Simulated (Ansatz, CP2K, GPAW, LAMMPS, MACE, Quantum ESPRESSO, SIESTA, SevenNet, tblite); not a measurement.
# Running amorphous carbon (64 atoms) with GPAW, part 2 of 2

Wanted: GPAW inputs and outputs for amorphous carbon (64 atoms), checked against a plane-wave reference.

Program: GPAW 26.7.0; the method stands at each step. Banners, paths, timers and routine set-up lines are dropped from the logs unmarked, and long logs keep their key lines alone; longer cuts are marked.

So far. Step 3 (PBE, LCAO sz(dzp), h 0.2 Å): Against the first run (9.6 %), the force difference from the reference is 49 %, at 0.29 times the CPU time, with 256 basis functions against 832: the smaller basis costs accuracy. Step 4 (PBE, grid h 0.2 Å): Against the first run (9.6 %), the force difference from the reference is 1.8 %, at 0.71 times the CPU time.

## 5. PBE, LCAO szp(dzp), h 0.2 Å

Method: Kohn-Sham DFT, PBE, PAW, atomic orbitals (szp(dzp)).

File run.py:

```python
import numpy as np
from ase.io import read
from gpaw import GPAW, FermiDirac

atoms = read("structure.xyz")
atoms.calc = GPAW(
    mode="lcao",
    basis="szp(dzp)",
    h=0.2,
    xc="PBE",
    kpts={"size": (1, 1, 1), "gamma": True},
    occupations=FermiDirac(0.05),
    maxiter=200,
    symmetry={"point_group": False},
    txt="gpaw.txt",
)
energy = atoms.get_potential_energy(force_consistent=True)
forces = atoms.get_forces()
print(f"energy {energy:.6f} eV")
print("forces (eV/A)")
for i, (a, f) in enumerate(zip(atoms, forces)):
    print(f"{i:4d} {a.symbol:2s} {f[0]:10.5f} {f[1]:10.5f} {f[2]:10.5f}")
print(f"Fermi level {atoms.calc.get_fermi_level():.4f} eV")
for k in range(len(atoms.calc.get_ibz_k_points())):
    for s in range(atoms.calc.get_number_of_spins()):
        e = atoms.calc.get_eigenvalues(kpt=k, spin=s)
        n = np.searchsorted(e, atoms.calc.get_fermi_level())
        print(f"k {k} spin {s} levels about the Fermi level:", np.round(e[max(n - 6, 0):n], 4).tolist(), "|", np.round(e[n:n + 6], 4).tolist())
```

File structure.xyz:

```xyz
64
Lattice="7.59030 0.00000 0.00000 0.00000 7.59030 0.00000 0.00000 0.00000 7.59030" Properties=species:S:1:pos:R:3 pbc="T T T"
[... 64 atom lines left out: the same atoms as in the first run ...]
```

The run is started by

```console
$ OMP_NUM_THREADS=1 python run.py > output.txt
```

The program printed:

```text
energy -476.207976 eV
forces (eV/A)
   0 C    -1.70797    0.85539    0.12562
   1 C     2.66505    1.05913    1.79531
   2 C    -0.39488    0.04397   -0.98044
   3 C     0.68745    0.62004    0.63982
   4 C    -2.07682   -0.01322   -3.51781
   5 C    -0.60353   -2.11026    1.81524
[...]
61 C    -0.78261   -1.03766    0.97575
  62 C     0.32896   -1.10677   -0.19860
  63 C    -0.46645   -1.05604   -0.71776
Fermi level 9.5045 eV
k 0 spin 0 levels about the Fermi level: [8.5488, 8.7382, 8.945, 9.2455, 9.3967, 9.4945] | [9.5107, 9.6284, 9.7314, 9.8243, 9.9098, 10.2878]
```

gpaw.txt:

```text
Input parameters:
  mode=LCAO(),
  basis={'default': 'szp(dzp)'},
  h=0.2,
  kpts=MonkhorstPack(size=(1, 1, 1), gamma=True),
  maxiter=200,
  occupations=Occupations(name='fermi-dirac', width=0.05, fixmagmom=False),
[... lines left out ...]
  Fermi-Dirac:
[... lines left out ...]
convergence criteria:
- Maximum [total energy] change in last 3 cyles: 0.0005 eV / valence electron
[... lines left out ...]
Converged in 17 steps
[... lines left out ...]
  Free energy:    -476.207976
[... lines left out ...]
Fermi level: 9.505
[... lines left out ...]
|        ... |               |           |
|        157 |        15.446 |     0.000 |
Gap: 0.016 eV
Transition (v -> c):
  (s=0, k=0, n=127, [0.00, 0.00, 0.00]) -> (s=0, k=0, n=128, [0.00, 0.00, 0.00])
No difference between direct/indirect transitions
Force computation time: 12.743  # s
timing:  # [seconds]
  Total:  105.097  # ━━━━━━━━━━━━━━━━━━━━━━━━━━━━━━━━━━━━━━━━━━━━━━━━━━━━━━━━
  Init:     4.861  # ━━╸
  SCF:     87.467  # ━━━━━━━━━━━━━━━━━━━━━━━━━━━━━━━━━━━━━━━━━━━━━━╸
  Forces:  12.743  # ━━━━━━━
```

Run time: 1.8 min. Hardware: 1 thread of Arm Neoverse V1, shared host; peak memory 0.48 GiB.

Compared with the plane-wave run:

```
r.m.s. force component                  : 1.296 eV/Å
r.m.s. difference of force components   : 369.9 meV/Å
longest difference of force vectors     : 1194 meV/Å
force difference over r.m.s. force      : 29.44 %
slope of forces against the reference's : 0.989
correlation of force components         : 0.9585
```

This is a coarse setting, run to see what it loses.

Against the first run (9.6 %), the force difference from the reference is 29 %, at 0.74 times the CPU time, with 576 basis functions against 832: the smaller basis costs accuracy.

## 6. Side by side

Differences are against the plane-wave reference, forces as r.m.s. over components; share is that over the reference's r.m.s. force, slope the least-squares factor from reference forces to these. Total energies of different programs have different zeros and aren't compared.

```csv
run,"Δ force, r.m.s. (meV/Å)",share (%),slope,cores,CPU time,memory (GiB)
reference,-,-,-,4,14 s,0.54
"GPAW PBE, LCAO dzp, h 0.2 Å",120,9.58,0.989,1,2.4 min,0.5
"GPAW PBE, LCAO sz(dzp), h 0.2 Å (coarse)",619,49.2,1.052,1,42 s,0.37
"GPAW PBE, grid h 0.2 Å",22.1,1.76,1.000,1,1.7 min,0.55
"GPAW PBE, LCAO szp(dzp), h 0.2 Å (coarse)",370,29.4,0.989,1,1.8 min,0.48
```

Rows marked coarse were listed beforehand as settings not expected to be converged; some can still land near the reference.

CPU time is summed over cores on a shared host, where runs went side by side, so it is rough. Symmetry, cutoffs, thresholds, outputs and thread counts weren't matched or tuned between programs; memory under MPI is the largest rank's times the ranks.

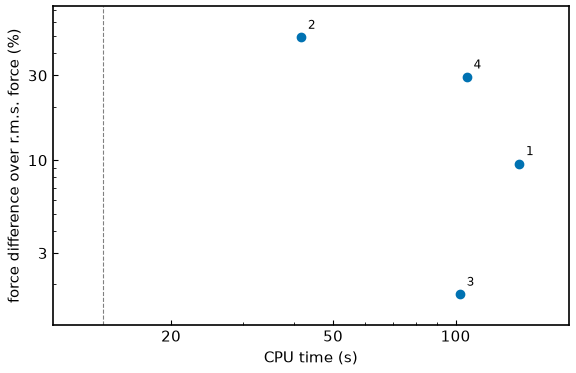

Force difference against CPU time; the dashed line marks the reference's time. Points: 1 GPAW PBE, LCAO dzp, h 0.2 Å; 2 GPAW PBE, LCAO sz(dzp), h 0.2 Å; 3 GPAW PBE, grid h 0.2 Å; 4 GPAW PBE, LCAO szp(dzp), h 0.2 Å.

## 7. Outcome

| Property | Result |
| --- | --- |
| nearest in forces | GPAW PBE, grid h 0.2 Å, 1.8 % |
| its CPU time | 1.7 min |

**Reading.** PBE on plane waves or a grid with other potentials, cutoffs or grids, coarse settings apart, differs from the reference by 1.8 % (GPAW PBE, grid h 0.2 Å) of the r.m.s. force; this holds the reference's own error, so differences of a few per cent don't tell which side is nearer the exact PBE result. The PBE run in local orbitals, coarse settings apart, differs by 9.6 % (GPAW PBE, LCAO dzp, h 0.2 Å); basis, grid and potentials can all enter. Runs with settings chosen to be coarse differ by 29 % (GPAW PBE, LCAO szp(dzp), h 0.2 Å) to 49 % (GPAW PBE, LCAO sz(dzp), h 0.2 Å), their programs' other errors included. None of the electronic-structure runs in the table takes under half the reference's CPU time of 14 s; they take 3.1 to 11 times as much. The quench rate of 100 K/ps is many orders above laboratory rates, so the cell is likely richer in defects and strain than a real sample. The network of bonds at the start is that of the classical potential that made the cell, and needn't be the one that DFT or experiment would give. The reference's stress is far from hydrostatic: its diagonal is -13.3, -8.4, -0.4 GPa, compression counted positive. The reference's pressure of -7.4 GPa belongs to a cell and atoms that aren't relaxed at this level. The electronic-structure runs sample only Γ, in a cell whose shortest periodic width is 8 Å, which is coarse for a cell with partly filled levels.

[Also dropped from logs without a mark: logging warnings of Python, and SIESTA's first energy breakdown and zero terms.]

[Logs are printed without paths, hosts, clocks, repeated set-up lines and the standing remarks that a program may print on its own settings, such as how far it seeks lower states.]

[Hosts, paths, dates, database ids (printed as entryN), source tags and the programs' standing remarks are cut or masked in the printed files.]
